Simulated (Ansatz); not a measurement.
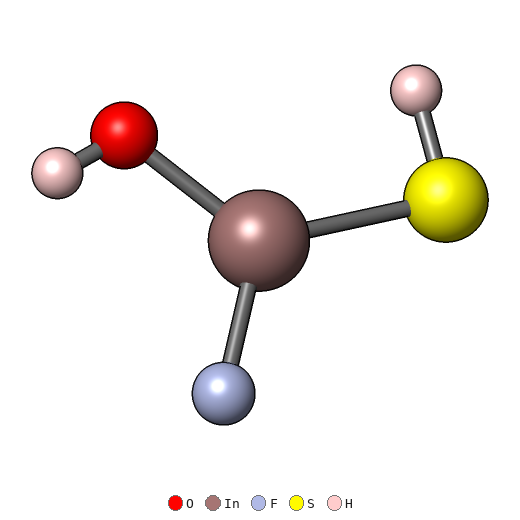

Computed geometry: PBE0-D4/def2-TZVP optimisation. No frequency run is at hand to confirm it as a minimum. Properties computed with RKS r2SCAN-D4/def2-TZVPP, core potentials on In (Ansatz 0.2.0).

> Give the HOMO energy (Kohn–Sham orbital) at this level.

−7.22 eV.

> Estimate the LUMO energy (Kohn–Sham orbital).

−2.84 eV.

> Give the dipole moment at this level.

1.64 D.
